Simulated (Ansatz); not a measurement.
## A small benchmark: atomisation enthalpy at 298 K

8 molecules; the atomisation enthalpy at 298 K in kJ/mol, computed less measured. Shapes, held fixed at every level: PBE0-D4/def2-TZVP. Flexible molecules stand in one conformer, not always the lowest. Thermal terms are harmonic and unscaled (PBE0-D4/def2-TZVP); the spin-orbit lowering of the free atoms is taken from their spectra. Programs: Ansatz 0.2.0. Measured values: Active Thermochemical Tables, NIST-JANAF tables.

Levels: A = r2SCAN/6-311+G**; B = CCSD(T)/6-311+G**; C = CCSD/6-311+G**.

```json
{"molecule": "BCl3 (boron trichloride)", "from tabulated heats": "1337", "A": "+25", "B": "-79", "C": "-107"}
{"molecule": "SO3 (sulfur trioxide)", "from tabulated heats": "1420", "A": "-167", "B": "-362", "C": "-432"}
{"molecule": "CHClF2 (difluorochloromethane)", "from tabulated heats": "1698", "A": "-12", "B": "-132", "C": "-167"}
{"molecule": "SO2F2 (sulfuryl fluoride)", "from tabulated heats": "1693", "A": "-212", "B": "-422", "C": "-485"}
{"molecule": "HNO3 (peroxynitrous acid)", "from tabulated heats": "1451", "A": "-5", "B": "-197", "C": "-278"}
{"molecule": "C2H4F2 (1,1-difluoroethane)", "from tabulated heats": "2965", "A": "-16", "B": "-181", "C": "-218"}
{"molecule": "C2H4O2 (methyl formate)", "from tabulated heats": "3162", "A": "-12", "B": "-205", "C": "-259"}
{"molecule": "C2H5Cl (SMILES CCCl)", "from tabulated heats": "2756", "A": "-14", "B": "-154", "C": "-182"}
```

Q: Which level does best on this set, which worst, and which err to one side?

A: 
| level | kind | mean error | mean absolute error | worst case |
| --- | --- | --- | --- | --- |
| r2SCAN/6-311+G** | meta-GGA | -51.6 | 57.9 | SO2F2 |
| CCSD(T)/6-311+G** | coupled cluster or CI | -216.5 | 216.5 | SO2F2 |
| CCSD/6-311+G** | coupled cluster or CI | -266.0 | 266.0 | SO2F2 |

On this set r2SCAN/6-311+G** has the smallest mean absolute error and CCSD/6-311+G** the largest. r2SCAN/6-311+G** is too low in 7 of 8; CCSD(T)/6-311+G** is too low in 8 of 8; CCSD/6-311+G** is too low in 8 of 8. The tabulated values of BCl3, SO2F2 are in doubt (older tables, estimates, or at odds with other calculations) and kept here. Over the 6 molecules whose values aren't doubted the mean absolute errors are A 37.7; B 205.2; C 256.0. Correlated wave functions converge slowly with the basis. CCSD also lacks the triples, which bind further. T1 is large for HNO3 (0.026), so single-reference values are less sure there. The set is small.

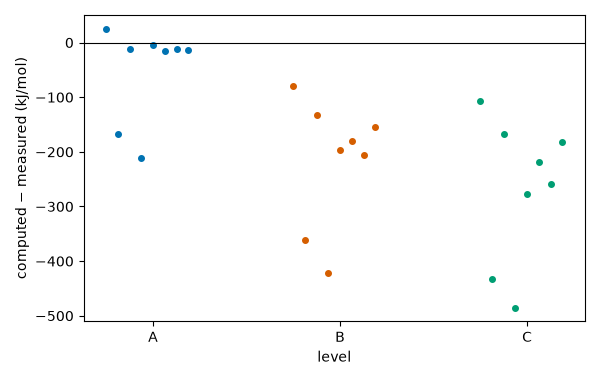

Errors of each level, one point a molecule.
